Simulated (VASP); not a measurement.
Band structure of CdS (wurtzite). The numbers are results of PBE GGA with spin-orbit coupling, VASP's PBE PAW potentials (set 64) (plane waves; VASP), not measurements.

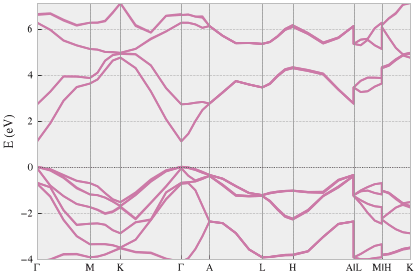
*Bands along high-symmetry lines, zero at the valence-band maximum or, without a gap, the Fermi level*

### Question
Read the plot: is there a gap, and where are the band edges?

### Answer
The gap is direct, 1.10 eV, from the valence maximum at Γ to the conduction minimum at Γ.

Measured: gap 2.64 eV at 0 K (computed value off by -1.54 eV), as given by X. Ren et al., All-electron periodic G0W0 implementation with numerical atomic orbital basis functions: algorithm and benchmarks (2021), arXiv:2011.01400 [zero-point renormalisation of 0.068 eV removed from the gap extrapolated to 0 K (as printed)].

The compound is CdS in the wurtzite structure. It was relaxed first.
